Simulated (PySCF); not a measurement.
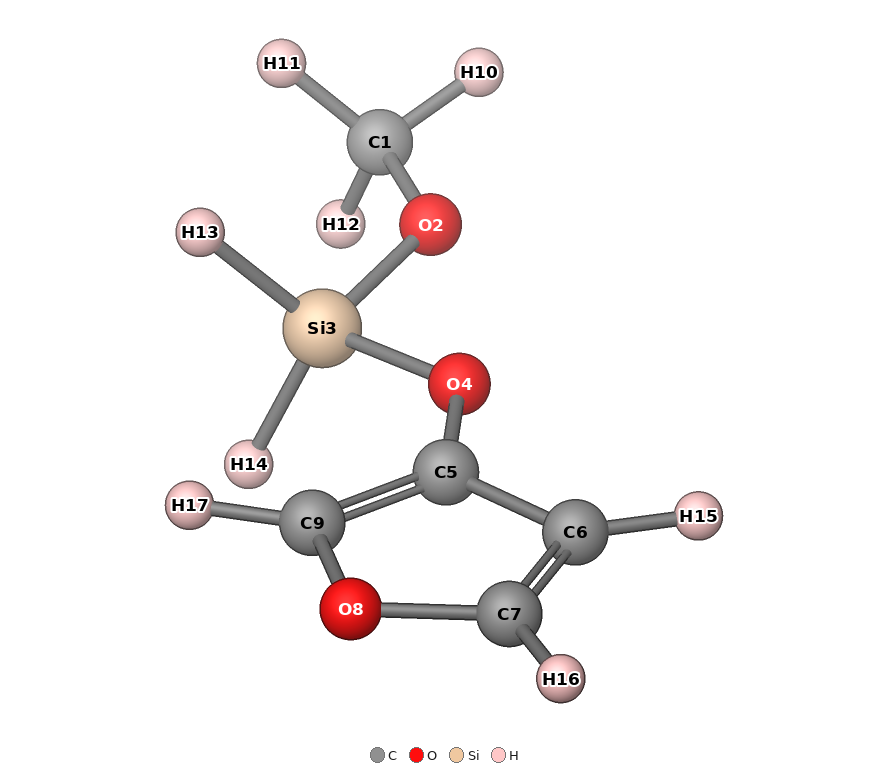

Atoms fade into the background with distance from the viewer. Computed geometry: GFN2-xTB optimisation. No frequency run is at hand to confirm it as a minimum.

Question: What is the conformation of the ring C5–C6–C7–O8–C9?

Answer: It is planar. The Cremer–Pople amplitude Q is 0.00 Å.

Question: Give the torsion angles round the ring, beginning with the bond from its second to its third atom.

Answer: 0°, 0°, 0°, 0°, 0°.
